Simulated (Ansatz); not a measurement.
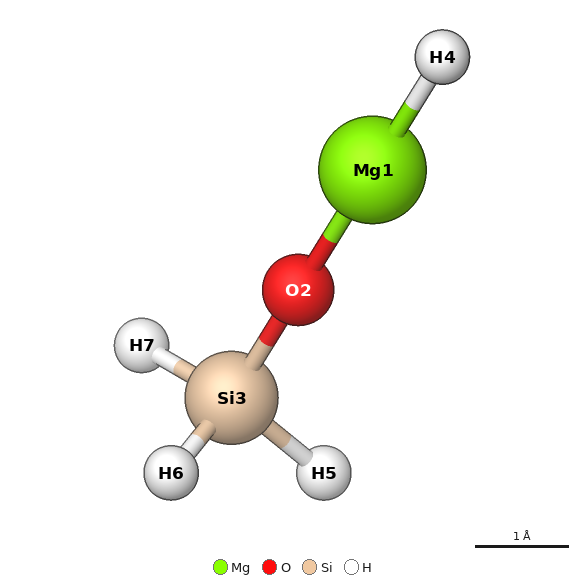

Source: calculation with Ansatz.

Atoms carry their numbers in the input. Geometry: moved along internal coordinates away from the minimum.

Estimate the angles O2–Mg1–H4, Mg1–O2–Si3, O2–Si3–H6, O2–Si3–H5, H5–Si3–H7, H5–Si3–H6.

```tsv
angle	degrees
O2–Mg1–H4	180.0
Mg1–O2–Si3	179.9
O2–Si3–H6	111.5
O2–Si3–H5	111.5
H5–Si3–H7	107.4
H5–Si3–H6	107.4
```
